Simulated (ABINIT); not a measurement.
# A GW chain in ABINIT: Cl (Cmce), part 2 of 3

Aim: the G0W0 gap of Cl (Cmce) on PBE, step by step.

ABINIT 10.8.3; PBE and many-body steps on it, plane waves. Known limits of the many-body steps: not at the basis limit; coarse k mesh.

So far. Step 2 (Ground state): The gap is indirect, with the least direct gap 0.06 eV higher.

### Step 3. Bands along the symmetry lines

Level of this step: DFT, PBE, plane waves, norm-conserving pseudopotentials (ABINIT).

Levels along a band path, at the cheap level, show where the edges lie and whether the meshes to come will hold them.

run.abi reads:

```
acell 3*1.0 Angstrom
rprim 
  3.145000000000 -2.250000000000 0.000000000000
  3.145000000000 2.250000000000 0.000000000000
  0.000000000000 0.000000000000 8.210000000000
ntypat 1
znucl 17
natom 4
typat 1 1 1 1
xred 
  0.870000000000 0.130000000000 0.100000000000
  0.630000000000 0.370000000000 0.600000000000
  0.130000000000 0.870000000000 0.900000000000
  0.370000000000 0.630000000000 0.400000000000
pp_dirpath "pseudos"
pseudos "Cl.upf"
ecut 25
iscf -2
irdden 1
kptopt 0
nkpt 92
kpt 
  0.00000000 0.00000000 0.00000000
  0.06250000 0.06250000 0.00000000
  0.12500000 0.12500000 0.00000000
  0.18750000 0.18750000 0.00000000
  0.25000000 0.25000000 0.00000000
  0.31250000 0.31250000 0.00000000
  0.37500000 0.37500000 0.00000000
  0.43750000 0.43750000 0.00000000
  0.50000000 0.50000000 0.00000000
  0.48474461 0.51525539 0.00000000
  0.46948923 0.53051077 0.00000000
  0.45423384 0.54576616 0.00000000
  0.43897845 0.56102155 0.00000000
  0.42372307 0.57627693 0.00000000
  0.40846768 0.59153232 0.00000000
  0.39321230 0.60678770 0.00000000
  0.37795691 0.62204309 0.00000000
  -0.37795691 0.37795691 0.00000000
  -0.33071230 0.33071230 0.00000000
  -0.28346768 0.28346768 0.00000000
  -0.23622307 0.23622307 0.00000000
  -0.18897845 0.18897845 0.00000000
  -0.14173384 0.14173384 0.00000000
  -0.09448923 0.09448923 0.00000000
  -0.04724461 0.04724461 0.00000000
  0.00000000 0.00000000 0.00000000
  0.00000000 0.00000000 0.06250000
  0.00000000 0.00000000 0.12500000
  0.00000000 0.00000000 0.18750000
  0.00000000 0.00000000 0.25000000
  0.00000000 0.00000000 0.31250000
  0.00000000 0.00000000 0.37500000
  0.00000000 0.00000000 0.43750000
  0.00000000 0.00000000 0.50000000
  -0.04724461 0.04724461 0.50000000
  -0.09448923 0.09448923 0.50000000
  -0.14173384 0.14173384 0.50000000
  -0.18897845 0.18897845 0.50000000
  -0.23622307 0.23622307 0.50000000
  -0.28346768 0.28346768 0.50000000
  -0.33071230 0.33071230 0.50000000
  -0.37795691 0.37795691 0.50000000
  0.37795691 0.62204309 0.50000000
  0.39321230 0.60678770 0.50000000
  0.40846768 0.59153232 0.50000000
  0.42372307 0.57627693 0.50000000
  0.43897845 0.56102155 0.50000000
  0.45423384 0.54576616 0.50000000
  0.46948923 0.53051077 0.50000000
  0.48474461 0.51525539 0.50000000
  0.50000000 0.50000000 0.50000000
  0.50000000 0.50000000 0.43750000
  0.50000000 0.50000000 0.37500000
  0.50000000 0.50000000 0.31250000
  0.50000000 0.50000000 0.25000000
  0.50000000 0.50000000 0.18750000
  0.50000000 0.50000000 0.12500000
  0.50000000 0.50000000 0.06250000
  0.50000000 0.50000000 0.00000000
  0.00000000 0.00000000 0.00000000
  0.00000000 0.06250000 0.00000000
  0.00000000 0.12500000 0.00000000
  0.00000000 0.18750000 0.00000000
  0.00000000 0.25000000 0.00000000
  0.00000000 0.31250000 0.00000000
  0.00000000 0.37500000 0.00000000
  0.00000000 0.43750000 0.00000000
  0.00000000 0.50000000 0.00000000
  0.00000000 0.50000000 0.06250000
  0.00000000 0.50000000 0.12500000
  0.00000000 0.50000000 0.18750000
  0.00000000 0.50000000 0.25000000
  0.00000000 0.50000000 0.31250000
  0.00000000 0.50000000 0.37500000
  0.00000000 0.50000000 0.43750000
  0.00000000 0.50000000 0.50000000
  0.00000000 0.43750000 0.50000000
  0.00000000 0.37500000 0.50000000
  0.00000000 0.31250000 0.50000000
  0.00000000 0.25000000 0.50000000
  0.00000000 0.18750000 0.50000000
  0.00000000 0.12500000 0.50000000
  0.00000000 0.06250000 0.50000000
  0.00000000 0.00000000 0.50000000
  0.06250000 0.06250000 0.50000000
  0.12500000 0.12500000 0.50000000
  0.18750000 0.18750000 0.50000000
  0.25000000 0.25000000 0.50000000
  0.31250000 0.31250000 0.50000000
  0.37500000 0.37500000 0.50000000
  0.43750000 0.43750000 0.50000000
  0.50000000 0.50000000 0.50000000
istwfk *1
nband 21
nbdbuf 2
tolwfr 1e-08
nstep 40
prtwf 0
prtvol 0
indata_prefix "in"
outdata_prefix "out"
tmpdata_prefix "tmp"
```

On the command line:

```
> OMP_NUM_THREADS=1 mpirun -n 8 abinit run.abi > log
```

Numbers of over 12 decimals in the logs are rounded to 6 here.

The log of the run:

```text
.Version 10.8.3 of ABINIT. v10.8.2 released Aug 2026.

 Symmetries : space group Cm c a (# 64); Bravais oC (1-face-center ortho.)
[... echo of the input left out ...]
== DATASET  1 ==================================================================
-   mpi_nproc: 8, omp_nthreads: 1 (-1 if OMP is not activated)

--- !DatasetInfo
iteration_state: {dtset: 1, }
dimensions: {natom: 4, nkpt: 92, mband: 21, nsppol: 1, nspinor: 1, nspden: 1, mpw: 4726, }
cutoff_energies: {ecut:  25.0, pawecutdg:  -1.0, }
electrons: {nelect:   2.80000000E+01, charge:   0.00000000E+00, occopt:   1.00000000E+00, tsmear:   1.00000000E-02, }

 Real(R)+Recip(G) space primitive vectors, cartesian coordinates (Bohr,Bohr^-1):
 R(1)=  5.9431887 -4.2518838  0.0000000  G(1)=  0.0841299 -0.1175949  0.0000000
 R(2)=  5.9431887  4.2518838  0.0000000  G(2)=  0.0841299  0.1175949  0.0000000
 R(3)=  0.0000000  0.0000000 15.5146515  G(3)=  0.0000000  0.0000000  0.0644552
 Unit cell volume ucvol=  7.8410265E+02 bohr^3
 Angles (23,13,12)=  9.00000000E+01  9.00000000E+01  7.11614758E+01 degrees

 getcut: wavevector=  0.0000  0.0000  0.0000  ngfft=  36  36  72
         ecut(hartree)=     25.000   => boxcut(ratio)=   2.06184

--- Pseudopotential description ------------------------------------------------
- Cl Generated using ONCVPSP code by D. R. Hamann
- 17.00000   7.00000  171031                  znucl, zion, pspdat
12 -101130 2 -1 1028                          pspcod,pspxc,lmax,lloc,mmax
     nproj     2     2     2
  pspatm : epsatm=    9.12776517
         --- l  ekb(1:nproj) -->
             0    8.139296    0.698720
             1    3.821713    1.107519
             2   -2.938609   -0.805455
 pspatm: atomic psp has been read  and splines computed

--------------------------------------------------------------------------------

================================================================================
 prteigrs : about to open file out_EIG
 Non-SCF case, kpt    1 (  0.00000  0.00000  0.00000), residuals and eigenvalues=
  9.10E-09  4.36E-09  3.03E-09  2.84E-09  2.33E-09  3.46E-09  6.47E-09  4.11E-09
  2.64E-09  3.58E-09  8.63E-09  6.28E-09  3.92E-09  5.99E-09  2.47E-09  8.22E-09
  9.45E-09  7.05E-09  9.02E-09  1.59E-05  1.13E-05
 -6.4091E-01 -6.3353E-01 -4.9406E-01 -4.7435E-01 -2.2600E-01 -1.9657E-01
 -1.2661E-01 -1.2203E-01 -1.0941E-01 -1.0909E-01 -5.6008E-02 -4.5071E-02
 -3.5652E-02 -3.2335E-02  6.0461E-02  8.1125E-02  2.2390E-01  2.4601E-01
[...]
Non-SCF case, kpt    2 (  0.06250  0.06250  0.00000), residuals and eigenvalues=
  8.20E-09  9.68E-09  3.71E-09  9.17E-09  7.66E-09  2.11E-09  3.67E-09  3.61E-09
[...]
5.04E-09  8.87E-09  9.11E-09  2.42E-05  3.23E-05
[...]
Non-SCF case, kpt    3 (  0.12500  0.12500  0.00000), residuals and eigenvalues=
[...]
2.71E-09  8.35E-09  2.97E-09  8.64E-06  3.91E-04
[...]
Non-SCF case, kpt   91 (  0.43750  0.43750  0.50000), residuals and eigenvalues=
[...]
Non-SCF case, kpt   92 (  0.50000  0.50000  0.50000), residuals and eigenvalues=
[...]
-1.6293E-01 -1.6293E-01 -1.3168E-01 -1.3168E-01 -5.6040E-02 -5.6040E-02
 -4.7061E-02 -4.7061E-02  6.4366E-02  6.4366E-02  2.9807E-01  2.9807E-01
[...]
--- !ResultsGS
iteration_state: {dtset: 1, }
comment   : Summary of ground state results
lattice_vectors:
- [  5.9431887,  -4.2518838,   0.0000000, ]
- [  5.9431887,   4.2518838,   0.0000000, ]
- [  0.0000000,   0.0000000,  15.5146515, ]
lattice_lengths: [   7.30753,    7.30753,   15.51465, ]
lattice_angles: [ 90.000,  90.000,  71.161, ] # degrees, (23, 13, 12)
lattice_volume:   7.8410265E+02
convergence: {deltae:  0.000E+00, res2:  0.000E+00, residm:  9.980E-09, diffor:  0.000E+00, }
etotal    :  -6.55896272E+01
entropy   :   0.00000000E+00
fermie    :  -3.02756789E-02
cartesian_stress_tensor: null
pressure_GPa: null
xred      :
- [  8.7000E-01,   1.3000E-01,   1.0000E-01, Cl]
- [  6.3000E-01,   3.7000E-01,   6.0000E-01, Cl]
- [  1.3000E-01,   8.7000E-01,   9.0000E-01, Cl]
- [  3.7000E-01,   6.3000E-01,   4.0000E-01, Cl]
cartesian_forces: null
force_length_stats: {min: null, max: null, mean: null, }

 Integrated electronic density in atomic spheres:
 ------------------------------------------------
 Atom  Sphere_radius  Integrated_density
[...]
================================================================================

 ----iterations are completed or convergence reached----

 Mean square residual over all n,k,spin=   54.933E-10; max=  99.800E-10
 reduced coordinates (array xred) for    4 atoms
[...]
0.130000000000      0.870000000000      0.900000000000
       0.370000000000      0.630000000000      0.400000000000

 cartesian coordinates (angstrom) at end:
    1      3.145000    -1.665000     0.821000
    2      3.145000    -0.585000     4.926000
    3      3.145000     1.665000     7.389000
    4      3.145000     0.585000     3.284000
 length scales=  1.889726125908  1.889726125908  1.889726125908 bohr
              =  1.000000000000  1.000000000000  1.000000000000 angstroms
 prteigrs : about to open file out_EIG
 Eigenvalues (hartree) for nkpt=  92  k points:
 kpt#   1, nband= 21, wtk=  1.00000, kpt=  0.0000  0.0000  0.0000 (reduced coord)
[...]
kpt#   2, nband= 21, wtk=  1.00000, kpt=  0.0625  0.0625  0.0000 (reduced coord)
[...]
kpt#   3, nband= 21, wtk=  1.00000, kpt=  0.1250  0.1250  0.0000 (reduced coord)
[...]
kpt#  91, nband= 21, wtk=  1.00000, kpt=  0.4375  0.4375  0.5000 (reduced coord)
[...]
0.29925    0.29925    0.33074    0.33075    0.34904
 kpt#  92, nband= 21, wtk=  1.00000, kpt=  0.5000  0.5000  0.5000 (reduced coord)
  -0.62997   -0.62997   -0.48167   -0.48167   -0.21248   -0.21248   -0.16293   -0.16293
  -0.13168   -0.13168   -0.05604   -0.05604   -0.04706   -0.04706    0.06437    0.06437
   0.29807    0.29807    0.33103    0.33104    0.34782

== END DATASET(S) ==============================================================
================================================================================

 -outvars: echo values of variables after computation  --------
            nband          21
             nkpt          92
          spgroup          64
 [... the other variables as echoed above ...]

 Calculation completed.
```

Run time: 17 s. Hardware: 8 MPI ranks of Arm Neoverse V2, shared host; peak memory 0.63 GiB; 2.2 min of CPU time.

This step gave:

- gap: 2.457 eV
- k of the valence top: 0.5, 0.5, 0
- k of the conduction bottom: -0.0945, 0.0945, 0
- least direct gap: 2.515 eV

The gap is 2.457 eV, −0.012 eV from the run before at this level.

The electronic bands at the labelled points (eV, zero at the top of the highest filled band):

```tsv
point	band 11	band 12	band 13	band 14	band 15	band 16	band 17	band 18
Γ	-0.70	-0.40	-0.15	-0.06	2.47	3.03	6.92	7.52
Y	-0.96	-0.89	-0.36	0.00	2.55	2.74	8.58	8.67
F0	-0.84	-0.66	-0.21	-0.01	2.60	2.78	8.52	9.16
jump to Δ0	-0.84	-0.66	-0.21	-0.01	2.60	2.78	8.52	9.16
Γ	-0.70	-0.40	-0.15	-0.06	2.47	3.03	6.92	7.52
Z	-0.64	-0.64	-0.10	-0.10	2.67	2.67	7.46	7.46
B0	-0.41	-0.41	-0.40	-0.40	2.68	2.68	9.21	9.21
jump to G0	-0.41	-0.41	-0.40	-0.40	2.68	2.68	9.21	9.21
T	-0.70	-0.70	-0.46	-0.46	2.58	2.58	8.93	8.93
Y	-0.96	-0.89	-0.36	0.00	2.55	2.74	8.58	8.67
jump to Γ	-0.70	-0.40	-0.15	-0.06	2.47	3.03	6.92	7.52
S	-0.51	-0.51	-0.15	-0.15	2.85	2.85	8.30	8.30
R	-0.43	-0.43	0.00	0.00	2.75	2.75	8.52	8.52
Z	-0.64	-0.64	-0.10	-0.10	2.67	2.67	7.46	7.46
T	-0.70	-0.70	-0.46	-0.46	2.58	2.58	8.93	8.93
```

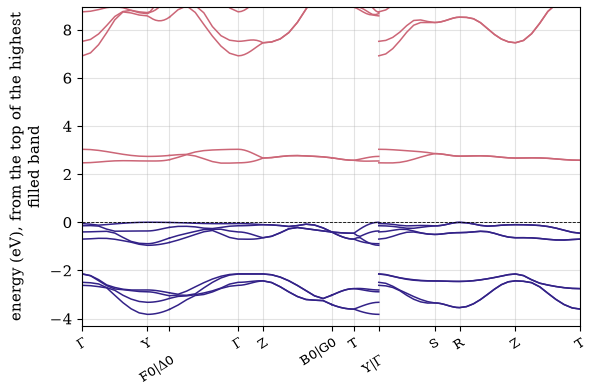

Electronic bands along the path; lines of filled and empty bands in two colours.

### Step 4. Empty states on the mesh, 4×4×2 mesh, 111 bands

The sums over transitions need many empty states on a uniform mesh; this step solves for them.

run.abi reads:

```
acell 3*1.0 Angstrom
rprim 
  3.145000000000 -2.250000000000 0.000000000000
  3.145000000000 2.250000000000 0.000000000000
  0.000000000000 0.000000000000 8.210000000000
ntypat 1
znucl 17
natom 4
typat 1 1 1 1
xred 
  0.870000000000 0.130000000000 0.100000000000
  0.630000000000 0.370000000000 0.600000000000
  0.130000000000 0.870000000000 0.900000000000
  0.370000000000 0.630000000000 0.400000000000
pp_dirpath "pseudos"
pseudos "Cl.upf"
ecut 25
ngkpt 4 4 2
nshiftk 1
shiftk 0 0 0
kptopt 1
chksymbreak 0
iscf -2
irdden 1
istwfk *1
nband 111
nbdbuf 10
tolwfr 1e-09
nstep 60
prtvol 0
indata_prefix "in"
outdata_prefix "out"
tmpdata_prefix "tmp"
```

The log of the run:

```text
.Version 10.8.3 of ABINIT. v10.8.2 released Aug 2026.

 Symmetries : space group Cm c a (# 64); Bravais oC (1-face-center ortho.)
[... echo of the input left out ...]
== DATASET  1 ==================================================================
-   mpi_nproc: 8, omp_nthreads: 1 (-1 if OMP is not activated)

--- !DatasetInfo
iteration_state: {dtset: 1, }
dimensions: {natom: 4, nkpt: 14, mband: 111, nsppol: 1, nspinor: 1, nspden: 1, mpw: 4726, }
cutoff_energies: {ecut:  25.0, pawecutdg:  -1.0, }
electrons: {nelect:   2.80000000E+01, charge:   0.00000000E+00, occopt:   1.00000000E+00, tsmear:   1.00000000E-02, }

 Real(R)+Recip(G) space primitive vectors, cartesian coordinates (Bohr,Bohr^-1):
 R(1)=  5.9431887 -4.2518838  0.0000000  G(1)=  0.0841299 -0.1175949  0.0000000
 R(2)=  5.9431887  4.2518838  0.0000000  G(2)=  0.0841299  0.1175949  0.0000000
 R(3)=  0.0000000  0.0000000 15.5146515  G(3)=  0.0000000  0.0000000  0.0644552
 Unit cell volume ucvol=  7.8410265E+02 bohr^3
 Angles (23,13,12)=  9.00000000E+01  9.00000000E+01  7.11614758E+01 degrees

 getcut: wavevector=  0.0000  0.0000  0.0000  ngfft=  36  36  72
         ecut(hartree)=     25.000   => boxcut(ratio)=   2.06184

--- Pseudopotential description ------------------------------------------------
- Cl Generated using ONCVPSP code by D. R. Hamann
- 17.00000   7.00000  171031                  znucl, zion, pspdat
12 -101130 2 -1 1028                          pspcod,pspxc,lmax,lloc,mmax
     nproj     2     2     2
  pspatm : epsatm=    9.12776517
         --- l  ekb(1:nproj) -->
             0    8.139296    0.698720
             1    3.821713    1.107519
             2   -2.938609   -0.805455
 pspatm: atomic psp has been read  and splines computed

--------------------------------------------------------------------------------

================================================================================
 prteigrs : about to open file out_EIG
 Non-SCF case, kpt    1 (  0.00000  0.00000  0.00000), residuals and eigenvalues=
  9.51E-11  2.00E-10  1.90E-10  1.32E-10  2.30E-10  2.26E-10  2.02E-10  3.20E-10
  1.86E-10  2.96E-10  2.16E-10  2.88E-10  4.43E-10  2.40E-10  3.89E-10  4.08E-10
  3.17E-11  1.21E-10  6.69E-11  1.24E-10  9.34E-11  5.35E-10  2.16E-10  1.89E-10
[...]
1.62E-08  1.27E-08  4.82E-07  4.48E-07  6.42E-06  6.97E-06  2.20E-04
 -6.4091E-01 -6.3353E-01 -4.9406E-01 -4.7435E-01 -2.2600E-01 -1.9657E-01
 -1.2661E-01 -1.2203E-01 -1.0941E-01 -1.0909E-01 -5.6008E-02 -4.5071E-02
 -3.5652E-02 -3.2335E-02  6.0461E-02  8.1125E-02  2.2390E-01  2.4601E-01
[...]
1.5890E+00  1.5900E+00  1.5990E+00  1.5992E+00  1.6004E+00  1.6006E+00
  1.6368E+00  1.6396E+00  1.6431E+00  1.6524E+00  1.6789E+00  1.6837E+00
[...]
prteigrs : prtvol=0 or 1, do not print more k-points.

--- !ResultsGS
iteration_state: {dtset: 1, }
comment   : Summary of ground state results
lattice_vectors:
- [  5.9431887,  -4.2518838,   0.0000000, ]
- [  5.9431887,   4.2518838,   0.0000000, ]
- [  0.0000000,   0.0000000,  15.5146515, ]
lattice_lengths: [   7.30753,    7.30753,   15.51465, ]
lattice_angles: [ 90.000,  90.000,  71.161, ] # degrees, (23, 13, 12)
lattice_volume:   7.8410265E+02
convergence: {deltae:  0.000E+00, res2:  0.000E+00, residm:  9.948E-10, diffor:  0.000E+00, }
etotal    :  -6.55896272E+01
entropy   :   0.00000000E+00
fermie    :  -3.02756789E-02
cartesian_stress_tensor: null
pressure_GPa: null
xred      :
- [  8.7000E-01,   1.3000E-01,   1.0000E-01, Cl]
- [  6.3000E-01,   3.7000E-01,   6.0000E-01, Cl]
- [  1.3000E-01,   8.7000E-01,   9.0000E-01, Cl]
- [  3.7000E-01,   6.3000E-01,   4.0000E-01, Cl]
cartesian_forces: null
force_length_stats: {min: null, max: null, mean: null, }

 Integrated electronic density in atomic spheres:
 ------------------------------------------------
 Atom  Sphere_radius  Integrated_density
[...]
================================================================================

 ----iterations are completed or convergence reached----

 Mean square residual over all n,k,spin=   39.577E-11; max=  99.478E-11
 reduced coordinates (array xred) for    4 atoms
[...]
0.130000000000      0.870000000000      0.900000000000
       0.370000000000      0.630000000000      0.400000000000

 cartesian coordinates (angstrom) at end:
    1      3.145000    -1.665000     0.821000
    2      3.145000    -0.585000     4.926000
    3      3.145000     1.665000     7.389000
    4      3.145000     0.585000     3.284000
 length scales=  1.889726125908  1.889726125908  1.889726125908 bohr
              =  1.000000000000  1.000000000000  1.000000000000 angstroms
 prteigrs : about to open file out_EIG
 Eigenvalues (hartree) for nkpt=  14  k points:
 kpt#   1, nband=111, wtk=  0.03125, kpt=  0.0000  0.0000  0.0000 (reduced coord)
[...]
1.48100    1.53866    1.54060    1.54433    1.55707    1.56311    1.56991    1.57106
   1.58904    1.58996    1.59901    1.59923    1.60042    1.60063    1.63677    1.63964
   1.64306    1.65242    1.67894    1.68372    1.70064    1.70793    1.71910
 prteigrs : prtvol=0 or 1, do not print more k-points.

== END DATASET(S) ==============================================================
================================================================================

 -outvars: echo values of variables after computation  --------
            nband         111
             nkpt          14
          spgroup          64
 [... the other variables as echoed above ...]

 Calculation completed.
```

Elapsed: 24 s, on 8 MPI ranks; peak memory 0.65 GiB.

Numbers from this step:

```yaml
gap: 2.469 eV
k_of_the_valence_top: 0.5, 0.5, 0
k_of_the_conduction_bottom: 0, 0, 0
least_direct_gap: 2.525 eV
k_points_computed: 14
lowest_point_of_the_top_converged_band_above_the_valence_top: 43.76 eV
```

On this mesh the gap is 2.469 eV.

[end of part 2 of 3]

[Paths, hosts, dates, memory and timing lines, banners, echoed tables and standing remarks are left out of the program output.]

[Logs are printed without paths, hosts, clocks, repeated set-up lines and the standing remarks that a program may print on its own settings, such as how far it seeks lower states.]

[Runs of the session that timed out or met a known fault of the program may be left out.]

[Hosts, paths, dates, database ids (printed as entryN), source tags and the programs' standing remarks are cut or masked in the printed files.]

[G0W0 gaps are taken among the corrected bands and points alone; a level outside them can change the order at an edge.]

[Where Ansatz stands beside ABINIT at settings called matched, ABINIT's density can come from a denser mesh and the files from another edition; pairs whose starting gaps differed by over 0.03 eV were left out, so agreement reads better than it is.]
